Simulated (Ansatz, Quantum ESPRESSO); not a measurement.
# CO2 (Cmce): modes at Γ and the response to a field, part 4 of 4

Wanted: the vibrations of CO2 (Cmce) at Γ, by two programs.

Quantum ESPRESSO 7.5; DFT LDA, scalar-relativistic, plane waves, GBRV ultrasoft pseudopotentials.

So far. Step 12 (Modes along a direction of q (1 1 1)): The field moves 7 modes; the highest of them now lies at 2493 cm⁻¹, where the highest that moved away lay at 2459.

### Step 13. Cross-check with Ansatz

The same cell goes through another code, with its own cutoff. The potentials differ. Its k mesh is centred on Γ.

This step: DFT LDA, scalar-relativistic, plane waves, PseudoDojo norm-conserving pseudopotentials (Ansatz 0.2.0).

File input.yaml:

```yaml
crystal:
  lattice:
    - [2.555845175, -2.314156801, 0.0]
    - [2.555845175, 2.314156801, 0.0]
    - [0.0, 0.0, 6.202040703]
  atoms:
    - { symbol: C, position: [0.0, 0.0, 0.0] }
    - { symbol: C, position: [0.5, 0.5, 0.5] }
    - { symbol: O, position: [0.7960794317, 0.2039205683, 0.8904834392] }
    - { symbol: O, position: [0.2039205683, 0.7960794317, 0.1095165608] }
    - { symbol: O, position: [0.7039205683, 0.2960794317, 0.3904834392] }
    - { symbol: O, position: [0.2960794317, 0.7039205683, 0.6095165608] }
kpoints:
  mp_grid: { grid: [8, 8, 4] }
hamiltonian:
  xc: lda
  pseudopotentials: { kind: nc, accuracy: standard }
scf:
  occupations: { method: fixed }
output:
  eigenvalues: true
phonons:
  method: dfpt
  dielectric: true
  rigid_motions: translations
```

Run with:

```
$ ansatz run input.yaml --threads 4 --pin off --max-ram 16384MiB --backend cpu --events-out ev --progress --plain --runs-dir out
```

Numbers of over 12 decimals in the logs are rounded to 6 here.

The program printed:

```text
Engine: ansatz 0.2.0, aarch64-unknown-linux-gnu
Pseudopotentials: kind: nc
Pseudopotential: C, nc, valence charge 4, recommended cutoff 1115.666836 eV (normal), C.nc.azcp (PseudoDojo's, or run here from an input of PseudoDojo's; its table is named by hamiltonian.pseudopotentials.accuracy)
Pseudopotential: O, nc, valence charge 6, recommended cutoff 1142.878222 eV (normal), O.nc.azcp (PseudoDojo's, or run here from an input of PseudoDojo's; its table is named by hamiltonian.pseudopotentials.accuracy)
Functional definition: SPW92
  exchange = slater_x
  correlation = pw_c
Crystal: 6 atoms, lattice volume = 73.366 Å³
Basis set: ecut = 1142.878222 eV, 6473 PW (Γ), exchange–correlation on 80×80×144 points (8 copies of the dense FFT grid, shifted against one another)
Bands: 22, of which v1, the nominal top of the filled ones, is band 16 counted from 1 (15 counted from 0)
Symmetry: 8 space group operations
k-points: 132 of 256 (irreducible under 1 space group operation, time reversal used)
Non-local potential: C, projectors of the file, l = 0: 2, l = 1: 2
Non-local potential: O, projectors of the file, l = 0: 2, l = 1: 2, l = 2: 1
Initial density: superposition of atomic densities (chi_scale 0.1, normalization cell, long waves kept (reshape's long-wave potential 0.02 eV rms))
Initial wavefunctions: pseudopotential atomic-orbital guess
Functional: x = slater, c = lda
SCF iter   1: F=—  HF=-2125.542086 eV  |F-HF|=—  |Δ(HF+E_count)|=         —  Δρ=1.13e-1  dr2=6.01e0  ethr=3.10e-3  ⟨swp⟩=4.0  Hψ=15063  notcnv=0  defer=407
preconditioner: auto → none  [insulator: Δε(μ)=7.339 eV  Ē_g=16.656 eV  n_scr=16 (ndim 8)  ℏωp=24.5 eV  f_vac=0.000  ε∞_Penn≈3.2]
SCF iter   2: F=—  HF=-2123.548861 eV  |F-HF|=—  |Δ(HF+E_count)|=    1.99e0  Δρ=5.31e-2  dr2=9.18e-1  ethr=3.10e-3  ⟨swp⟩=3.0  Hψ=6957  notcnv=0  defer=495
SCF iter   3: F=—  HF=-2123.317209 eV  |F-HF|=—  |Δ(HF+E_count)|=   2.32e-1  Δρ=2.15e-2  dr2=2.00e-1  ethr=2.87e-3  ⟨swp⟩=3.0  Hψ=5441  notcnv=0  defer=499
SCF iter   4: F=—  HF=-2123.264334 eV  |F-HF|=—  |Δ(HF+E_count)|=   5.29e-2  Δρ=8.25e-3  dr2=2.02e-2  ethr=6.24e-4  ⟨swp⟩=1.9  Hψ=4202  notcnv=0  defer=430
SCF iter   5: F=—  HF=-2123.258643 eV  |F-HF|=—  |Δ(HF+E_count)|=   5.69e-3  Δρ=1.22e-3  dr2=3.68e-4  ethr=6.32e-5  ⟨swp⟩=2.9  Hψ=4994  notcnv=0  defer=528
SCF iter   6: F=—  HF=-2123.258542 eV  |F-HF|=—  |Δ(HF+E_count)|=   1.00e-4  Δρ=2.16e-4  dr2=1.59e-5  ethr=1.15e-6  ⟨swp⟩=2.3  Hψ=4545  notcnv=0  defer=524
SCF iter   7: F=—  HF=-2123.258539 eV  |F-HF|=—  |Δ(HF+E_count)|=   3.38e-6  Δρ=5.15e-5  dr2=8.27e-7  ethr=4.96e-8  ⟨swp⟩=2.8  Hψ=4867  notcnv=0  defer=208
SCF iter   8: F=—  HF=-2123.258528 eV  |F-HF|=—  |Δ(HF+E_count)|=   1.11e-5  Δρ=1.06e-5  dr2=3.72e-8  ethr=2.58e-9  ⟨swp⟩=2.3  Hψ=4692  notcnv=0  defer=202
SCF iter   9: F=—  HF=-2123.258528 eV  |F-HF|=—  |Δ(HF+E_count)|=   1.90e-8  Δρ=8.27e-7  dr2=2.31e-10  ethr=1.16e-10  ⟨swp⟩=2.1  Hψ=4773  notcnv=0  defer=202
SCF iter  10: F=-2123.258528 eV  HF=-2123.258528 eV  |F-HF|=2.73e-12  |Δ(HF+E_count)|=  8.00e-11  Δρ=1.46e-7  dr2=4.57e-12  ethr=1.00e-12  ⟨swp⟩=15.3  Hψ=22496  notcnv=0
SCF 1 converged in 10 iterations: F = -2123.258528 eV  dr2 = 4.57e-12
NSCF: frozen V_eff on 2 k-points
DFPT response loops at Γ: preconditioner auto → none (the input reference at scf.mixing.eps_inf says where Resta's filter doesn't serve); β = 0.50; Broyden in place of MSR1
SCF converged after 10 iterations
Free energy (F): -2123.258528 eV
Harris-Foulkes:  -2123.258528 eV  (|F-HF|=2.73e-12)
Internal energy: -2123.258528 eV  (E = F + TS)
E sigma→0 (E₀):  -2123.258528 eV
Fermi energy:    -0.666951 eV
--- Per-component energies (eV) ---
  E_band       = -262.072238
  E_kinetic    = 1420.743283
  E_local      = -2146.033574  (includes V_loc(G=0)·N_el)
  E_nonlocal   = -305.757180
  E_hartree    = 696.521646
  E_xc         = -557.239848
  E_vxc        = -624.068043  (∫ρ·V_xc dr)
  E_ewald      = -1231.492855
  E_smearing   = -0.000000  (= −TS)
  E_closure    = 0.000000  (closes the sum)
  Σ components = -2123.258528   (vs F -2123.258528, Δ=0.00e0)
--- Band table (eV; the first three rows and the last of 132) ---
  k-point 0: bands = [... 12 lower, -1.9832, -1.9660, -1.4741, -1.3676, 5.8398, 5.9340, 6.7138, 6.8519, ... 2 higher]
  k-point 1: bands = [... 12 lower, -1.9101, -1.8723, -1.5508, -1.4416, 6.0592, 6.1428, 6.7050, 6.9578, ... 2 higher]
  k-point 2: bands = [... 12 lower, -1.7323, -1.7323, -1.6488, -1.6488, 6.3716, 6.3716, 6.9983, 6.9983, ... 2 higher]
  k-point 131: bands = [... 12 lower, -1.6087, -1.6087, -1.0671, -1.0671, 7.5784, 7.5784, 8.1928, 8.1928, ... 2 higher]
--- Phonons (Γ-DFPT): 6 representative perturbations + reference, on 132 of 256 k-points (Σ response iterations 18) ---
  k mesh reduced under 1 symmetry operation, with k and −k counted as one. Each operation leaves every solved perturbation unchanged. A smaller set is not considered because the run solves the response to a homogeneous field
  ASR residual: 9.272e-5 → 0.000e0 eV/Å²; symmetrization residual: 2.167e-6 eV/Å²
  ASR residual per site (eV/Å²): 7.27e-5 7.27e-5 9.27e-5 9.27e-5 9.27e-5 9.27e-5
  Γ frequencies (cm⁻¹): 0.00 0.00 0.00 67.88 117.56 132.06 149.17 166.96 172.84 184.71 625.52 628.30 630.91 633.24 1343.06 1343.30 2342.35 2378.42
  ε∞ (high-frequency dielectric tensor):
        1.895935     0.000000     0.000000
        0.000000     2.507665     0.000000
        0.000000     0.000000     2.240640
  ε⁰ (static dielectric tensor: ions relaxed, cell fixed):
        2.112908     0.000000    -0.000000
        0.000000     2.906024    -0.000000
       -0.000000    -0.000000     2.557585
  ε⁰ − ε∞ (ionic part):
        0.216973     0.000000    -0.000000
        0.000000     0.398359    -0.000000
       -0.000000    -0.000000     0.316946
  softest optical mode at Γ: 67.88 cm⁻¹; the repairs (sum rule, projections) moved no ω² at Γ by more than (1.82 cm⁻¹)²
  Born effective charges Z* (e; rows j = field, columns β = displacement):
    site 0:
         0.74344    0.00000    0.00000
        -0.00000    2.27043   -0.78520
        -0.00000   -1.08797    1.59811
    site 1:
         0.74344    0.00000    0.00000
        -0.00000    2.27043    0.78520
         0.00000    1.08797    1.59811
    site 2:
        -0.37172   -0.00000    0.00000
         0.00000   -1.13522    0.47991
        -0.00000    0.62279   -0.79905
    site 3:
        -0.37172    0.00000    0.00000
         0.00000   -1.13522    0.47991
        -0.00000    0.62279   -0.79905
    site 4:
        -0.37172    0.00000    0.00000
         0.00000   -1.13522   -0.47991
        -0.00000   -0.62279   -0.79905
    site 5:
        -0.37172   -0.00000    0.00000
         0.00000   -1.13522   -0.47991
        -0.00000   -0.62279   -0.79905
  Z* charge neutrality: 4.564e-5 e pre-enforcement
  k-mesh period / interband length: 24.8 Å / 0.85 Å = 29.19 at k = (-0.5000, -0.5000, 0.0000), direct gap 7.510 eV — 14 or more, which is no proof of convergence
  optical modes at Γ without the LO–TO term, one row a degenerate level:
      ω (cm⁻¹)  modes    IR ((D/Å)²/amu)
         67.88      1             0.0000
        117.56      1             0.0309
        132.06      1             0.0395
        149.17      1             0.0000
        166.96      1             0.0000
        172.84      1             0.0000
        184.71      1             0.0000
        625.52      1             2.9202
        628.30      1             2.5368
        630.91      1             2.1367
        633.24      1             0.0000
       1343.06      1             0.0000
       1343.30      1             0.0000
[...]
optical modes at Γ + LO–TO along q̂ = [1.0000, 0.0000, 0.0000]:
      ω (cm⁻¹)  modes    IR ((D/Å)²/amu)
[...]
optical modes at Γ + LO–TO along q̂ = [0.0000, 1.0000, 0.0000]:
      ω (cm⁻¹)  modes    IR ((D/Å)²/amu)
[...]
optical modes at Γ + LO–TO along q̂ = [0.0000, 0.0000, 1.0000]:
      ω (cm⁻¹)  modes    IR ((D/Å)²/amu)
[...]
149.17      1             0.0000
        166.96      1             0.0000
        172.84      1             0.0000
        184.71      1             0.0000
        625.52      1             2.9202
        628.30      1             2.5368
        633.24      1             0.0000
        651.59      1             1.9544
       1343.06      1             0.0000
       1343.30      1             0.0000
       2378.42      1            28.3570
       2392.24      1            18.2993
```

The job ended after 2.7 min (4 threads of Arm Neoverse V2, shared host; peak memory 3 GiB; 11 min of CPU time).

Read from the output:

* gap on the k-mesh: 6.507 eV
* sum-rule residual before enforcement: 9.27e-5 eV/Å²
* miss of the charge sum rule: 4.56e-5 e
* highest optical zone-centre mode (no LO-TO term): 2378 cm⁻¹
* lowest optical zone-centre mode: 67.88 cm⁻¹
* mean high-frequency dielectric constant: 2.215
* largest Born charge in size (third of the trace): 1.537 e
* highest mode moved by the LO-TO term: 2447 cm⁻¹

Transverse modes. Infrared lines, with heights relative to the strongest:

| position (cm⁻¹) | lines merged | IR intensity ((D/Å)²/amu), degenerate modes summed, relative |
| --- | --- | --- |
| 68 | 1 | 0.0 |
| 118 | 1 | 0.1 |
| 132 | 1 | 0.1 |
| 149 | 1 | 0.0 |
| 167 | 1 | 0.0 |
| 173 | 1 | 0.0 |
| 185 | 1 | 0.0 |
| 626 | 1 | 10 |
| 628 | 1 | 8.9 |
| 631 | 1 | 7.5 |
| 633 | 1 | 0.0 |
| 1343 | 2 | 0.0 |
| 2342 | 1 | 64 |
| 2378 | 1 | 100 |

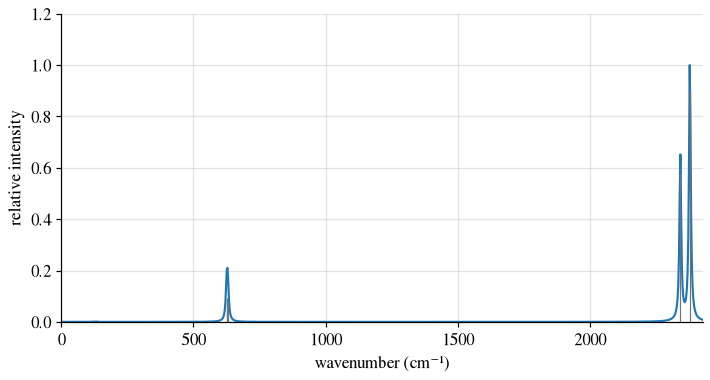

The infrared spectrum, broadened with Lorentzians of width 8 cm⁻¹; bars mark the lines.

### Step 14. The two compared: QE GBRV and Ansatz, PseudoDojo

Worked out from the results:

* root-mean-square difference: 31.49 cm⁻¹
* largest difference: 80.54 cm⁻¹

The 12 of 15 modes that differ most. Frequencies side by side:

| q (reciprocal lattice) | mode | QE GBRV (cm⁻¹) | Ansatz, PseudoDojo (cm⁻¹) |
| --- | --- | --- | --- |
| 0 0 0 | 7 | 137.9 | 149.2 |
| 0 0 0 | 8 | 157.3 | 167 |
| 0 0 0 | 9 | 163 | 172.8 |
| 0 0 0 | 10 | 176 | 184.7 |
| 0 0 0 | 11 | 620.6 | 625.5 |
| 0 0 0 | 12 | 623.1 | 628.3 |
| 0 0 0 | 13 | 626 | 630.9 |
| 0 0 0 | 14 | 628.2 | 633.2 |
| 0 0 0 | 15 | 1370 | 1343 |
| 0 0 0 | 16 | 1370 | 1343 |
| 0 0 0 | 17 | 2423 | 2342 |
| 0 0 0 | 18 | 2459 | 2378 |

The two runs side by side. Further quantities:

```csv
quantity,QE GBRV,"Ansatz, PseudoDojo"
mean ε∞,2.22,2.215
"largest Born charge in size (e; the first before, the second after the charge sum rule)",1.55,1.537
summed IR intensity ((D/Å)²/amu),55.84,54.13
```

At the zone centre the largest difference (acoustic modes at Γ apart) is 3 % of the highest mode.

### Step 15. The same in Ansatz

The same cell goes through another code, with its own cutoff. It uses its own PAW datasets, so the potentials differ. Its k mesh is centred on Γ.

This step: DFT LDA, scalar-relativistic, plane waves, PAW (Ansatz 0.2.0).

Edit input.yaml of step 13 so:

```diff
@@ -16,3 +16,2 @@
   xc: lda
-  pseudopotentials: { kind: nc, accuracy: standard }
 scf:
```

The program printed:

```text
[...]
Crystal: 6 atoms, lattice volume = 73.366 Å³
Basis set: ecut = 420 eV, 1455 PW (Γ), exchange–correlation on 48×48×96 points (8 copies of the dense FFT grid, shifted against one another)
Bands: 22, of which v1, the nominal top of the filled ones, is band 16 counted from 1 (15 counted from 0)
Symmetry: 8 space group operations
k-points: 132 of 256 (irreducible under 1 space group operation, time reversal used)
[...]
SCF iter   1: F=—  HF=-2704.045000 eV  |F-HF|=—  |Δ(HF+E_count)|=         —  Δρ=1.37e-2  dr2=1.11e-1  ethr=1.77e-3  ⟨swp⟩=3.9  Hψ=11742  notcnv=0  defer=314
[...]
SCF iter   9: F=-2704.014574 eV  HF=-2704.014574 eV  |F-HF|=9.09e-13  |Δ(HF+E_count)|=  4.05e-11  Δρ=4.57e-8  dr2=4.93e-13  ethr=1.00e-12  ⟨swp⟩=12.2  Hψ=17510  notcnv=0
SCF 1 converged in 9 iterations: F = -2704.014574 eV  dr2 = 4.93e-13
[...]
NSCF: frozen V_eff on 2 k-points
[...]
SCF converged after 9 iterations
Free energy (F): -2704.014574 eV
[...]
Internal energy: -2704.014574 eV  (E = F + TS)
E sigma→0 (E₀):  -2704.014574 eV
Fermi energy:    -0.668448 eV
[...]
--- Band table (eV; the first three rows and the last of 132) ---
  k-point 0: bands = [... 12 lower, -1.9904, -1.9745, -1.4791, -1.3732, 5.7968, 5.9320, 6.7147, 6.8507, ... 2 higher]
  k-point 1: bands = [... 12 lower, -1.9168, -1.8805, -1.5563, -1.4472, 6.0573, 6.1039, 6.7039, 6.9570, ... 2 higher]
  k-point 2: bands = [... 12 lower, -1.7380, -1.7380, -1.6554, -1.6554, 6.3703, 6.3703, 6.9704, 6.9704, ... 2 higher]
  k-point 131: bands = [... 12 lower, -1.6148, -1.6148, -1.0700, -1.0700, 7.5796, 7.5796, 8.1966, 8.1966, ... 2 higher]
[...]
ASR residual: 3.294e-5 → 0.000e0 eV/Å²; symmetrization residual: 2.442e-6 eV/Å²
  ASR residual per site (eV/Å²): 3.29e-5 3.29e-5 1.58e-5 1.58e-5 1.58e-5 1.58e-5
[...]
ε∞ (high-frequency dielectric tensor):
        1.901287     0.000000     0.000000
        0.000000     2.510179     0.000000
        0.000000     0.000000     2.243908
  ε⁰ (static dielectric tensor: ions relaxed, cell fixed):
        2.113940    -0.000000     0.000000
       -0.000000     2.905734    -0.000000
        0.000000    -0.000000     2.558536
  ε⁰ − ε∞ (ionic part):
        0.212653    -0.000000     0.000000
       -0.000000     0.395555    -0.000000
        0.000000    -0.000000     0.314627
[...]
Born effective charges Z* (e; rows j = field, columns β = displacement):
    site 0:
         0.73695    0.00000    0.00000
         0.00000    2.26850   -0.79097
        -0.00000   -1.09002    1.59335
    site 1:
         0.73695    0.00000    0.00000
         0.00000    2.26850    0.79097
        -0.00000    1.09002    1.59335
    site 2:
        -0.36848   -0.00000    0.00000
        -0.00000   -1.13425    0.48236
         0.00000    0.62370   -0.79668
    site 3:
        -0.36848   -0.00000    0.00000
        -0.00000   -1.13425    0.48236
        -0.00000    0.62370   -0.79668
    site 4:
        -0.36848   -0.00000   -0.00000
         0.00000   -1.13425   -0.48236
        -0.00000   -0.62370   -0.79668
    site 5:
        -0.36848   -0.00000   -0.00000
         0.00000   -1.13425   -0.48236
        -0.00000   -0.62370   -0.79668
  Z* charge neutrality: 5.229e-5 e pre-enforcement
[...]
optical modes at Γ without the LO–TO term, one row a degenerate level:
      ω (cm⁻¹)  modes    IR ((D/Å)²/amu)
         67.01      1             0.0000
        117.74      1             0.0307
        132.45      1             0.0387
        151.57      1             0.0000
        169.11      1             0.0000
        174.54      1             0.0000
        186.36      1             0.0000
        626.33      1             2.8695
        628.82      1             2.4978
        631.73      1             2.1032
        633.98      1             0.0000
       1340.03      1             0.0000
       1340.33      1             0.0000
[...]
optical modes at Γ + LO–TO along q̂ = [1.0000, 0.0000, 0.0000]:
      ω (cm⁻¹)  modes    IR ((D/Å)²/amu)
[...]
optical modes at Γ + LO–TO along q̂ = [0.0000, 1.0000, 0.0000]:
      ω (cm⁻¹)  modes    IR ((D/Å)²/amu)
[...]
optical modes at Γ + LO–TO along q̂ = [0.0000, 0.0000, 1.0000]:
      ω (cm⁻¹)  modes    IR ((D/Å)²/amu)
[...]
151.57      1             0.0000
        169.11      1             0.0000
        174.54      1             0.0000
        186.36      1             0.0000
        626.33      1             2.8695
        628.82      1             2.4978
        633.98      1             0.0000
        652.03      1             1.9218
       1340.03      1             0.0000
       1340.33      1             0.0000
       2363.91      1            28.3990
       2377.81      1            18.2755
```

It took 48 s on 4 threads; peak memory 0.97 GiB; 3.1 min of CPU time.

Numbers from this step:

| Item | Value |
| --- | --- |
| gap on the k-mesh | 6.465 eV |
| sum-rule residual before enforcement | 3.29e-5 eV/Å² |
| miss of the charge sum rule | 5.23e-5 e |
| highest optical zone-centre mode (no LO-TO term) | 2364 cm⁻¹ |
| lowest optical zone-centre mode | 67.01 cm⁻¹ |
| mean high-frequency dielectric constant | 2.218 |
| largest Born charge in size (third of the trace) | 1.533 e |
| highest mode moved by the LO-TO term | 2433 cm⁻¹ |

Transverse modes. Lines of the infrared spectrum (strongest = 100):

```csv
position (cm⁻¹),lines merged,"IR intensity ((D/Å)²/amu), degenerate modes summed, relative"
67,1,0.0
118,1,0.1
132,1,0.1
152,1,0.0
169,1,0.0
174,1,0.0
186,1,0.0
626,1,10
629,1,8.8
632,1,7.4
634,1,0.0
1340,2,0.0
2328,1,64
2364,1,100
```

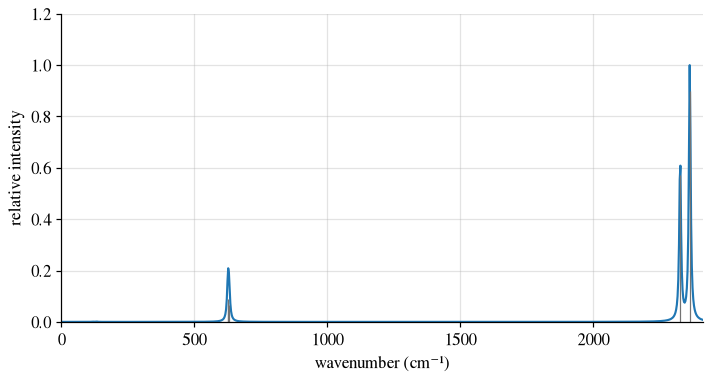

The infrared spectrum, broadened with Lorentzians of width 8 cm⁻¹; bars mark the lines.

### Step 16. Side by side: QE GBRV and Ansatz, PAW

Worked out from the results:

```
root-mean-square difference : 36.99 cm⁻¹
largest difference          : 95.05 cm⁻¹
```

The 12 of 15 modes that differ most. Frequencies side by side:

| q (reciprocal lattice) | mode | QE GBRV (cm⁻¹) | Ansatz, PAW (cm⁻¹) |
| --- | --- | --- | --- |
| 0 0 0 | 7 | 137.9 | 151.6 |
| 0 0 0 | 8 | 157.3 | 169.1 |
| 0 0 0 | 9 | 163 | 174.5 |
| 0 0 0 | 10 | 176 | 186.4 |
| 0 0 0 | 11 | 620.6 | 626.3 |
| 0 0 0 | 12 | 623.1 | 628.8 |
| 0 0 0 | 13 | 626 | 631.7 |
| 0 0 0 | 14 | 628.2 | 634 |
| 0 0 0 | 15 | 1370 | 1340 |
| 0 0 0 | 16 | 1370 | 1340 |
| 0 0 0 | 17 | 2423 | 2328 |
| 0 0 0 | 18 | 2459 | 2364 |

The two runs side by side. Further quantities:

```
                                                                               quantity  QE GBRV  Ansatz, PAW
                                                                                mean ε∞     2.22        2.218
largest Born charge in size (e; the first before, the second after the charge sum rule)     1.55        1.533
                                                       summed IR intensity ((D/Å)²/amu)    55.84        54.03
```

At the zone centre the largest difference (acoustic modes at Γ apart) is 4 % of the highest mode.

### Step 17. Outcome

| Quantity | Value |
| --- | --- |
| space group after relaxation | Cmce |
| volume per atom | 12.2 Å³ |
| gap on the k-mesh | 6.48 eV |
| highest optical zone-centre mode (no LO-TO term) | 2459 cm⁻¹ |
| lowest optical zone-centre mode | 66.6 cm⁻¹ |
| highest mode moved by the LO-TO term | 2493 cm⁻¹ |
| mean high-frequency dielectric constant | 2.22 |
| largest Born charge in size (third of the trace) | 1.55 e |
| mean static dielectric constant | 2.53 |
| imaginary optical modes at the zone centre (no q mesh in this session) | none |
| largest difference from Ansatz, PseudoDojo | 80.5 cm⁻¹ |

At the LDA level the optical modes of CO2 (Cmce) at the zone centre (no LO-TO term) run from 67 to 2459 cm⁻¹. Along the directions run, the highest mode that the macroscopic field moves lies at 2493 cm⁻¹. Lattice motion raises the mean dielectric constant from 2.220 to 2.526. Of the 15 optical modes, 2 are silent, 7 are infrared active alone and 6 are Raman active alone; inversion symmetry keeps the two sets apart. QE GBRV and Ansatz, PseudoDojo differ by 31.5 cm⁻¹ in the root mean square and by 80.5 cm⁻¹ at most, 3.3 % of the highest mode compared (acoustic modes at Γ left out); the two use different potentials, and the cell was not relaxed for the second set. QE GBRV and Ansatz, PAW differ by 37.0 cm⁻¹ in the root mean square and by 95.0 cm⁻¹ at most, 3.9 % of the highest mode compared (acoustic modes at Γ left out); the two use different potentials, and the cell was not relaxed for the second set. These are harmonic frequencies at zero temperature: anharmonic shifts and linewidths and thermal expansion are left out. The LDA runs differ in the fit of the correlation energy, Perdew-Zunger in some and Perdew-Wang in others. The structure comes from a database and need not be the phase that is stable at ambient conditions.

[Host names and launcher messages were left out of these logs when they were recorded.]

[Logs are printed without paths, hosts, clocks, repeated set-up lines and the standing remarks that a program may print on its own settings, such as how far it seeks lower states.]

[Hosts, paths, dates, database ids (printed as entryN), source tags and the programs' standing remarks are cut or masked in the printed files.]
